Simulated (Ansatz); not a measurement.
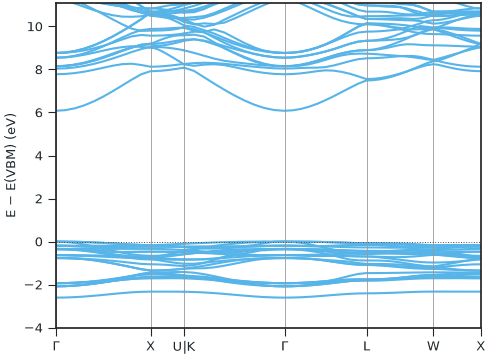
Fig. 1. Band structure from r²SCAN (plane waves, PAW; program Ansatz)

Question: Read off the gap and where the band edges lie.

Answer: About 6.1 eV (6.08 eV by a search for the band edges); maximum on the K–Γ line, 83 % of the way from K, minimum at Γ.

The material is Na6MgCl8 in space group Fm-3m (No. 225; Na on 24d, Mg on 4a, Cl on 8c, Cl on 24e).

The workflow started from a Materials Project entry (that database holds measured and hypothetical structures alike); the Crystallography Open Database copy checked does not list it. Its standing as an ambient phase is unchecked. The cell was relaxed with r²SCAN under the symmetry of its start; whether a distortion lowers the energy is not shown.

Potentials: the later of the program's two PAW sets.
